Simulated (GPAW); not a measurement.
**How far to go with the plane-wave cutoff: TmZn (P4mm, 2 atoms in the cell)**

```
CELL_PARAMETERS angstrom
      3.48325     0.00000     0.00000
      0.00000     3.48325     0.00000
      0.00000     0.00000     3.48325
ATOMIC_POSITIONS crystal
  Tm 0.00000 0.00000 0.01435
  Zn 0.50000 0.50000 0.50000
```
Moments meant for the start (each program seeds them in its own way; μB, in the order of the atoms Tm Zn): 2.0 0.0.

Method of the run: LDA (Perdew-Wang 92), GPAW PAW datasets LDA (gpaw-data 1.0.1) (plane waves; GPAW 25.7.0).

Base settings: spinpol = true; mode = pw; ecut = 800 eV; xc = LDA; kpts = 4 4 4; mesh shift (steps) = 0 0 0; occupations.name = fermi-dirac; occupations.width = 0.1 eV; nbands = -8; convergence.density = 1e-05 e/electron.

The second cell is the first with its lattice scaled by 0.98.

The mesh stays at the base's, so the ladder's end is converged at best in this setting alone.

Only quantities that move along the ladder and can be compared are tabulated.

The count of work is k-points × plane waves × bands × iterations; it is no time. 

The starting cell comes from a database of computed structures (which also holds hypothetical and non-ambient phases and stackings), without a prior relaxation at this level. Its lattice was rescaled by up to half a per cent. One atom was moved a little off its site on purpose. The starting moments vanished: the run ended non-magnetic, which need not be the lowest state. The f electrons are in the valence without U or exact exchange, which can misplace them near the Fermi level. Spin-orbit terms, which matter for f shells, are left out. Without a gap this mesh is coarse (it stands for a supercell whose shortest vector is 14 Å).

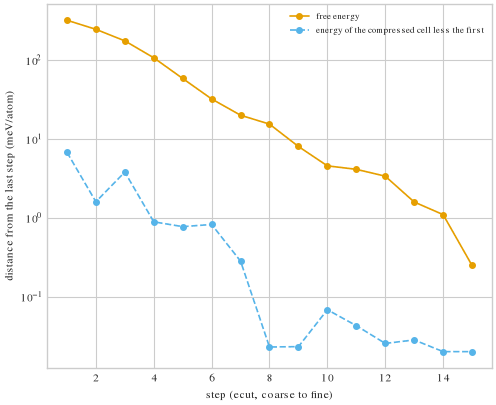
*Distance from the last step along the ladder; very small values are drawn at a floor.*

| ecut | free energy less the last step's (meV/atom) | energy of the compressed cell less the first (meV/atom) | pressure (GPa) | largest difference of a force vector from the last step's (eV/Å) | count of work / last |
|---|---|---|---|---|---|
| 280 eV | 320.25 | -6.79 | -5.25 | 0.009 | 0.060 |
| 320 eV | 245.46 | -1.62 | -4.78 | 0.003 | 0.071 |
| 360 eV | 175.34 | -3.82 | -5.14 | 0.005 | 0.081 |
| 400 eV | 106.89 | -0.91 | -4.74 | 0.002 | 0.11 |
| 440 eV | 58.40 | -0.79 | -3.73 | 0.002 | 0.11 |
| 480 eV | 32.11 | -0.85 | -2.63 | 0.001 | 0.12 |
| 560 eV | 19.97 | -0.31 | -1.71 | 0.002 | 0.17 |
| 640 eV | 15.40 | 0.00 | -1.89 | 0.003 | 0.18 |
| 720 eV | 8.01 | -0.05 | -1.87 | 0.002 | 0.20 |
| 800 eV | 4.55 | -0.09 | -1.65 | 0.002 | 0.24 |
| 880 eV | 4.11 | -0.07 | -1.61 | 0.002 | 0.30 |
| 960 eV | 3.37 | -0.05 | -1.67 | 0.002 | 0.31 |
| 1080 eV | 1.58 | -0.05 | -1.64 | 0.001 | 0.35 |
| 1200 eV | 1.10 | -0.04 | -1.60 | 0.003 | 0.46 |
| 1600 eV | 0.25 | -0.03 | -1.60 | 0.003 | 0.72 |
| 1920 eV | 0.00 | -0.02 | -1.59 | 0.000 | 1.0 |

Coarsest ecut that holds the pressure within 0.1 GPa of the last step, with all finer ones: 800 eV, at 0.24 of the last step's count of work; the step before is off by 0.28 GPa.

Coarsest ecut that holds the free energy within 1 meV/atom of the last step, with all finer ones: 1600 eV; the step before is off by 1.1 meV/atom.

Coarsest ecut that holds the energy of the compressed cell less the first within 0.2 meV/atom of the last step, with all finer ones: 640 eV, at 0.18 of the last step's count of work; the step before is off by 0.28 meV/atom.

The energy difference between the two cells stays within 1 meV/atom of the last step's from 400 eV on, the total only from 1600 eV on: much of the error is common to both cells and cancels.

Two neighbours can agree and both be off: 800 eV and 880 eV differ by 0.44 meV/atom in the free energy, yet lie about 4.1 meV/atom from the last step.

At the lowest cutoff the pressure lies 3.7 GPa under the last step's, the usual sign of Pulay stress in an incomplete plane-wave basis.
